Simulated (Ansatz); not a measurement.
## Geometry relaxation of GaH3

The run: geometry relaxation of GaH3. Method and program: RKS B3LYP-D4/def2-SVP (Ansatz 0.2.0).

The input holds or restrains some coordinates. Forces given for the steps count only the free coordinates. It belongs to a series of runs on one base structure; here: pulled along the bonds that form and break, towards end B. Figures and captions count atoms from 1; the log counts them from 0 in places.

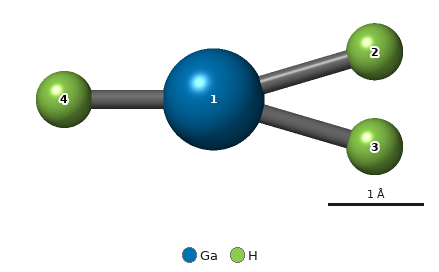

Figure 1. The starting structure (ball-and-stick view, seen at a tilt; atoms are numbered from 1 in the order of the input). Sticks mark near contacts.

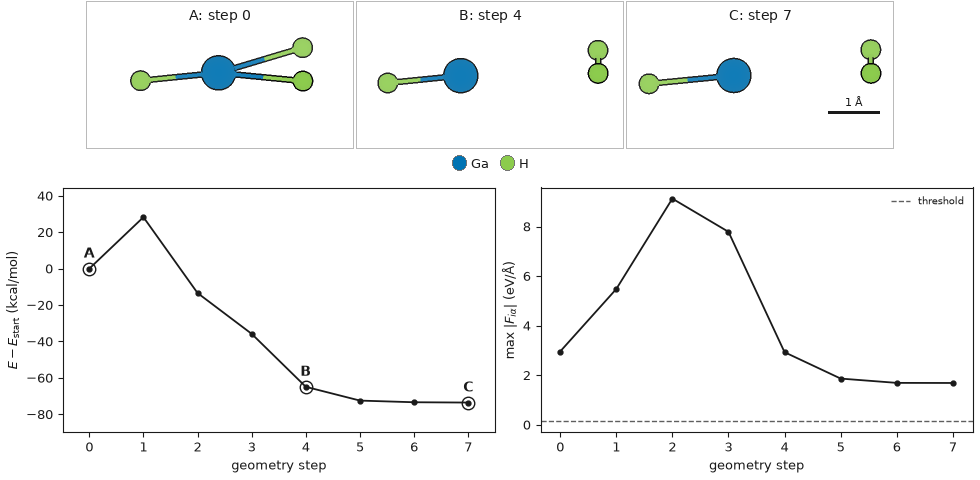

Figure 2. Frames of the restrained relaxation (ball-and-stick view, seen at a tilt) above the curves, on which the letters mark them (the first geometry is step 0 here and step 1 in the log).

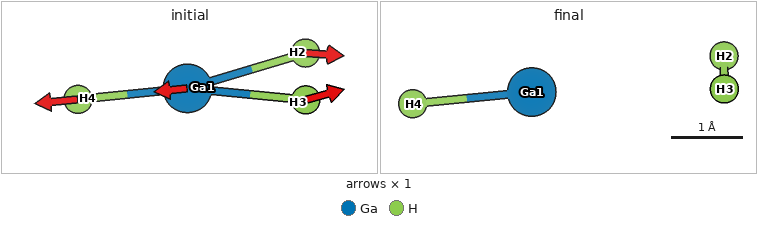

Figure 3. Before (left) and after (right) the restrained relaxation, at one scale (ball-and-stick view, seen at a tilt). The red arrows give the displacements, at true length. The energy falls by 73.6 kcal/mol in 7 geometry steps. The largest force component goes from 3 to 1.7 eV/Å. H4 moves most after the best rigid fit: 0.64 Å. Largest moves by element: H 0.64 Å, Ga 0.50 Å. Distances before and after: Ga1–H2 1.770 → 2.784 Å, H2–H3 1.010 → 0.713 Å, Ga1–H4 1.570 → 1.708 Å. New bonds form: H2–H3 (1.01 → 0.71 Å). Bonds break: Ga1–H2 (1.77 → 2.78 Å), Ga1–H3 (1.77 → 2.78 Å). (Atoms are counted from 1 in the order of the input.)

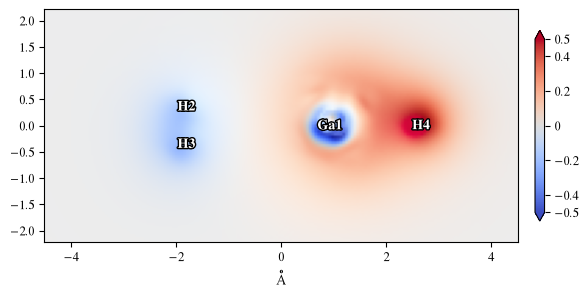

Figure 4. One frontier orbital on the molecular plane (values in Å⁻³ᐟ²; the overall sign is arbitrary). The HOMO−1, at −10.26 eV. It lies mainly on Ga1 (70 %) and H4 (25 %); it is symmetric in the molecular plane (σ or in-plane lone-pair type).

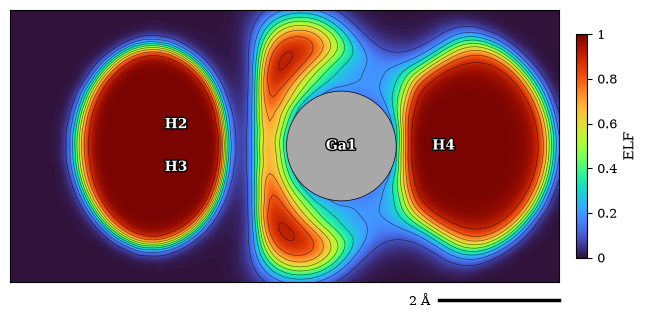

Figure 5. Electron localisation function on the molecular plane. Grey discs, where drawn, cover atomic cores. The section cuts through Ga and H sites. Ga–H (1.71 Å): the ELF climbs to about 1 towards the hydrogen, as it does in any bond to H.

These pictures come from the run below.

**Input file**
```yaml
crystal:
  periodic: [false, false, false]
  atoms:
    - { symbol: Ga, position_ang: [0.0, 0.0, 0.0] }
    - { symbol: H, position_ang: [1.2166, 0.0, 1.2856] }
    - { symbol: H, position_ang: [1.7216, 0.0, 0.4109] }
    - { symbol: H, position_ang: [-1.3596, 0.0, -0.785] }
basis:
  gaussian: { orbitals: def2-SVP }
hamiltonian:
  xc: b3lyp
  dispersion: d4
relax:
  f_tol: 0.15
  max_steps: 25
  restrain:
    - { distance: [1, 2], at: 0.66, k: 30.0 }
    - { distance: [0, 1], at: 2.77, k: 30.0 }
    - { distance: [0, 2], at: 2.77, k: 30.0 }
output:
  orbitals: {}
```

Command:
```bash
ansatz run input.yaml --threads 1 --pin off --max-ram 2048MiB --backend cpu --events-out ev --progress --plain --runs-dir out
```

**The program's output**
```
The last accepted step is kept in [file] (removed where the run ends without a failure and the disk answers)
Engine: ansatz 0.2.0, aarch64-unknown-linux-gnu
Functional definition: B3LYP
  parameter a0 = 0.2
  parameter ax = 0.72
  parameter ac = 0.81
  exchange = (1 - a0 - ax)*slater_x + ax*b88_x + a0*exact_x
  correlation = (1 - ac)*vwn_rpa_c + ac*lyp_c
508 factors; integrals over basis functions are off by at most 3.1e-4 eV
mean field evaluation 1: about -52415.2995 eV, gradient 2.4e1 eV
mean field evaluation 2: about -52414.4429 eV, gradient 3.2e1 eV
mean field evaluation 4: about -52416.3817 eV, gradient 2.9e-1 eV
mean field evaluation 8: about -52416.3822 eV, gradient 2.3e-3 eV
mean field -52416.38223922 eV, -1926.2665181915 hartree, gradient 4.5e-5 eV, S^2 0.000000; 0 other end points of the search recorded, 0 dependent functions left out
the calculation of the forces begins
reference -52416.38243786 eV, -1926.2665254913 hartree; 17, 17 occupied and 30, 30 virtual orbitals, 508 factors
relax step   1: F+E_penalty+E_count = -52416.43754274 eV  Δ(F+E_penalty+E_count) = +0.000e0 eV  max|allowed force component| = 2.958e0 eV/Å  E_restraint = 31.83908563 eV  max|allowed force component, restraints' pulls added| = 4.784e1 eV/Å  Δτ_max = 0.0000 Å  (25 SCF iters, accepted)
  distance H 1 - H 2 = 1.0100 Å
  distance Ga 0 - H 1 = 1.7700 Å
  distance Ga 0 - H 2 = 1.7700 Å
these checks for a lower state are left out or cut short: starts, cluster_reference, orbital_swaps, neighbouring_geometries, increment
508 factors; integrals over basis functions are off by at most 3.5e-4 eV
mean field evaluation 16: about -52415.1173 eV, gradient 4.4e-1 eV
mean field -52415.12113316 eV, -1926.2201733985 hartree, gradient 2.1e-5 eV, S^2 0.000000; 0 other end points of the search recorded, 0 dependent functions left out
the calculation of the forces begins
reference -52415.12132733 eV, -1926.2201805340 hartree; 17, 17 occupied and 30, 30 virtual orbitals, 508 factors
relax step   2: F+E_penalty+E_count = -52415.21129895 eV  Δ(F+E_penalty+E_count) = +1.226e0 eV  max|allowed force component| = 5.478e0 eV/Å  E_restraint = 16.91302424 eV  max|allowed force component, restraints' pulls added| = 3.051e1 eV/Å  Δτ_max = 0.1952 Å  (36 SCF iters, accepted)
  distance H 1 - H 2 = 0.9904 Å
  distance Ga 0 - H 1 = 2.0565 Å
  distance Ga 0 - H 2 = 2.0564 Å
these checks for a lower state are left out or cut short: starts, cluster_reference, orbital_swaps, neighbouring_geometries, increment
508 factors; integrals over basis functions are off by at most 6.1e-4 eV
mean field evaluation 32: about -52416.9291 eV, gradient 7.5e-5 eV
mean field -52416.92912255 eV, -1926.2866157831 hartree, gradient 2.2e-5 eV, S^2 0.000000; 0 other end points of the search recorded, 0 dependent functions left out
the calculation of the forces begins
reference -52416.92932579 eV, -1926.2866232519 hartree; 17, 17 occupied and 30, 30 virtual orbitals, 508 factors
relax step   3: F+E_penalty+E_count = -52417.01862920 eV  Δ(F+E_penalty+E_count) = -1.807e0 eV  max|allowed force component| = 9.126e0 eV/Å  E_restraint = 5.64649759 eV  max|allowed force component, restraints' pulls added| = 1.523e1 eV/Å  Δτ_max = 0.1949 Å  (45 SCF iters, accepted)
  distance H 1 - H 2 = 0.8773 Å
  distance Ga 0 - H 1 = 2.3643 Å
  distance Ga 0 - H 2 = 2.3643 Å
these checks for a lower state are left out or cut short: starts, cluster_reference, orbital_swaps, neighbouring_geometries, increment
508 factors; integrals over basis functions are off by at most 5.5e-4 eV
mean field -52417.92920097 eV, -1926.3233679871 hartree, gradient 7.9e-6 eV, S^2 0.000000; 0 other end points of the search recorded, 0 dependent functions left out
the calculation of the forces begins
reference -52417.92939980 eV, -1926.3233752941 hartree; 17, 17 occupied and 30, 30 virtual orbitals, 508 factors
relax step   4: F+E_penalty+E_count = -52417.99065461 eV  Δ(F+E_penalty+E_count) = -9.720e-1 eV  max|allowed force component| = 7.787e0 eV/Å  E_restraint = 0.40318398 eV  max|allowed force component, restraints' pulls added| = 7.787e0 eV/Å  Δτ_max = 0.1914 Å  (25 SCF iters, accepted)
  distance H 1 - H 2 = 0.6735 Å
  distance Ga 0 - H 1 = 2.6545 Å
  distance Ga 0 - H 2 = 2.6545 Å
these checks for a lower state are left out or cut short: starts, cluster_reference, orbital_swaps, neighbouring_geometries, increment
508 factors; integrals over basis functions are off by at most 3.1e-4 eV
mean field -52419.19270832 eV, -1926.3698010257 hartree, gradient 1.5e-5 eV, S^2 0.000000; 0 other end points of the search recorded, 0 dependent functions left out
the calculation of the forces begins
reference -52419.19290866 eV, -1926.3698083883 hartree; 17, 17 occupied and 30, 30 virtual orbitals, 508 factors
relax step   5: F+E_penalty+E_count = -52419.25233631 eV  Δ(F+E_penalty+E_count) = -1.262e0 eV  max|allowed force component| = 2.929e0 eV/Å  E_restraint = 0.02978816 eV  max|allowed force component, restraints' pulls added| = 3.061e0 eV/Å  Δτ_max = 0.2000 Å  (24 SCF iters, accepted)
  distance H 1 - H 2 = 0.6972 Å
  distance Ga 0 - H 1 = 2.7874 Å
  distance Ga 0 - H 2 = 2.7874 Å
these checks for a lower state are left out or cut short: starts, cluster_reference, orbital_swaps, neighbouring_geometries, increment
508 factors; integrals over basis functions are off by at most 3.8e-4 eV
mean field -52419.52076838 eV, -1926.3818570107 hartree, gradient 8.2e-5 eV, S^2 0.000000; 0 other end points of the search recorded, 0 dependent functions left out
the calculation of the forces begins
reference -52419.52096894 eV, -1926.3818643812 hartree; 17, 17 occupied and 30, 30 virtual orbitals, 508 factors
relax step   6: F+E_penalty+E_count = -52419.58017701 eV  Δ(F+E_penalty+E_count) = -3.278e-1 eV  max|allowed force component| = 1.866e0 eV/Å  E_restraint = 0.05787613 eV  max|allowed force component, restraints' pulls added| = 1.588e0 eV/Å  Δτ_max = 0.1088 Å  (22 SCF iters, accepted)
  distance H 1 - H 2 = 0.7091 Å
  distance Ga 0 - H 1 = 2.7969 Å
  distance Ga 0 - H 2 = 2.7969 Å
these checks for a lower state are left out or cut short: starts, cluster_reference, orbital_swaps, neighbouring_geometries, increment
508 factors; integrals over basis functions are off by at most 4.0e-4 eV
mean field -52419.56010918 eV, -1926.3833027585 hartree, gradient 5.5e-5 eV, S^2 0.000000; 0 other end points of the search recorded, 0 dependent functions left out
the calculation of the forces begins
reference -52419.56030975 eV, -1926.3833101293 hartree; 17, 17 occupied and 30, 30 virtual orbitals, 508 factors
relax step   7: F+E_penalty+E_count = -52419.61971071 eV  Δ(F+E_penalty+E_count) = -3.953e-2 eV  max|allowed force component| = 1.692e0 eV/Å  E_restraint = 0.05007494 eV  max|allowed force component, restraints' pulls added| = 4.486e-1 eV/Å  Δτ_max = 0.0374 Å  (23 SCF iters, accepted)
  distance H 1 - H 2 = 0.7133 Å
  distance Ga 0 - H 1 = 2.7857 Å
  distance Ga 0 - H 2 = 2.7857 Å
these checks for a lower state are left out or cut short: starts, cluster_reference, orbital_swaps, neighbouring_geometries, increment
508 factors; integrals over basis functions are off by at most 4.1e-4 eV
mean field evaluation 64: about -52419.5673 eV, gradient 2.6e-2 eV
mean field -52419.56730714 eV, -1926.3835672784 hartree, gradient 5.1e-5 eV, S^2 0.000000; 0 other end points of the search recorded, 0 dependent functions left out
the calculation of the forces begins
reference -52419.56750783 eV, -1926.3835746538 hartree; 17, 17 occupied and 30, 30 virtual orbitals, 508 factors
relax step   8: F+E_penalty+E_count = -52419.62705740 eV  Δ(F+E_penalty+E_count) = -7.347e-3 eV  max|allowed force component| = 1.688e0 eV/Å  E_restraint = 0.04854690 eV  max|allowed force component, restraints' pulls added| = 5.157e-2 eV/Å  Δτ_max = 0.0306 Å  (23 SCF iters, accepted)
  distance H 1 - H 2 = 0.7134 Å
  distance Ga 0 - H 1 = 2.7838 Å
  distance Ga 0 - H 2 = 2.7838 Å
508 factors; integrals over basis functions are off by at most 4.1e-4 eV
mean field -52419.56730714 eV, -1926.3835672784 hartree, gradient 5.1e-5 eV, S^2 0.000000; 1 other end points of the search recorded, 0 dependent functions left out
the calculation of the forces begins
reference -52419.56750783 eV, -1926.3835746538 hartree; 17, 17 occupied and 30, 30 virtual orbitals, 508 factors
Total energy: -52419.62725809 eV, -1926.3857704353 hartree
Atom 0 at    -0.430246     0.002409    -0.250006 Å, force    -0.689338     0.002085    -0.399572 eV/Å
Atom 1 at     1.781355    -0.000443     1.440718 Å, force    -0.504204    -0.000651     1.688128 eV/Å
Atom 2 at     2.138436    -0.000443     0.823089 Å, force     1.210735    -0.000650    -1.279211 eV/Å
Atom 3 at    -1.910945    -0.001523    -1.102301 Å, force    -0.017193    -0.000784    -0.009345 eV/Å
Dipole moment:     0.205682    -0.000035     0.118740 e Å
```

**Trajectory as extended XYZ (Å, eV, eV/Å), 8 frames, from step=1 to step=8**
```
4
Properties=species:S:1:pos:R:3:forces:R:3 step=1 energy=-52416.43754
Ga    0.0000    0.0000    0.0000    1.9636   0.0000   1.1334
H     1.2166    0.0000    1.2856   -2.6180   0.0000   1.3810
H     1.7216    0.0000    0.4109   -0.1131   0.0000  -2.9577
H    -1.3596    0.0000   -0.7850    0.7674   0.0000   0.4433
4
Properties=species:S:1:pos:R:3:forces:R:3 step=2 energy=-52415.21130
Ga   -0.1691    0.0000   -0.0976    5.4780   0.0000   3.1602
H     1.3118    0.0000    1.3293   -1.9920   0.0000  -0.1470
H     1.8070    0.0000    0.4715   -1.1250   0.0000  -1.6514
H    -1.3711    0.0000   -0.7917   -2.3610   0.0000  -1.3618
4
Properties=species:S:1:pos:R:3:forces:R:3 step=3 energy=-52417.01863
Ga   -0.3378    0.0000   -0.1951    6.7100   0.0000   3.8729
H     1.4547    0.0000    1.3465    2.7423   0.0000  -1.9598
H     1.8934    0.0000    0.5867   -0.3264   0.0000   3.3549
H    -1.4317    0.0000   -0.8266   -9.1258   0.0000  -5.2680
4
Properties=species:S:1:pos:R:3:forces:R:3 step=4 energy=-52417.99066
Ga   -0.4659    0.0000   -0.2691    6.6823   0.0000   3.8572
H     1.6459    0.0000    1.3392   -1.3211   0.0000   3.5638
H     1.9827    0.0000    0.7560    2.4258   0.0000  -2.9259
H    -1.5842    0.0000   -0.9146   -7.7870   0.0000  -4.4952
4
Properties=species:S:1:pos:R:3:forces:R:3 step=5 energy=-52419.25234
Ga   -0.4846    0.0000   -0.2799    2.1656   0.0002   1.2501
H     1.7360    0.0000    1.4049   -0.8679   0.0000   2.3849
H     2.0846    0.0000    0.8011    1.6316   0.0000  -1.9439
H    -1.7574    0.0000   -1.0146   -2.9293  -0.0002  -1.6911
4
Properties=species:S:1:pos:R:3:forces:R:3 step=6 energy=-52419.58018
Ga   -0.4583    0.0002   -0.2648    0.2007   0.0004   0.1156
H     1.7670    0.0000    1.4296   -0.6032  -0.0001   1.8656
H     2.1216    0.0000    0.8156    1.3143  -0.0001  -1.4550
H    -1.8516   -0.0001   -1.0690   -0.9118  -0.0003  -0.5262
4
Properties=species:S:1:pos:R:3:forces:R:3 step=7 energy=-52419.61971
Ga   -0.4406    0.0011   -0.2551   -0.3625   0.0013  -0.2103
H     1.7733   -0.0002    1.4358   -0.5001  -0.0003   1.6919
H     2.1301   -0.0002    0.8182    1.2156  -0.0003  -1.2783
H    -1.8842   -0.0007   -1.0874   -0.3530  -0.0008  -0.2033
4
Properties=species:S:1:pos:R:3:forces:R:3 step=8 energy=-52419.62706
Ga   -0.4302    0.0024   -0.2500   -0.6893   0.0021  -0.3996
H     1.7814   -0.0004    1.4407   -0.5042  -0.0007   1.6881
H     2.1384   -0.0004    0.8231    1.2107  -0.0006  -1.2792
H    -1.9109   -0.0015   -1.1023   -0.0172  -0.0008  -0.0093
```

**Summary**

```csv
quantity,value
outcome,converged under the restraints of the input
total energy,−52419.6273 eV
mean-field energy,−52419.5675 eV
"largest force (length of the vector) at the end, held atoms and coordinates included",1.762 eV/Å
hardware,"1 thread of Arm Neoverse V2, 24 GiB of memory available, shared host"
wall time,7.7 s
peak memory,0.091 GiB
```
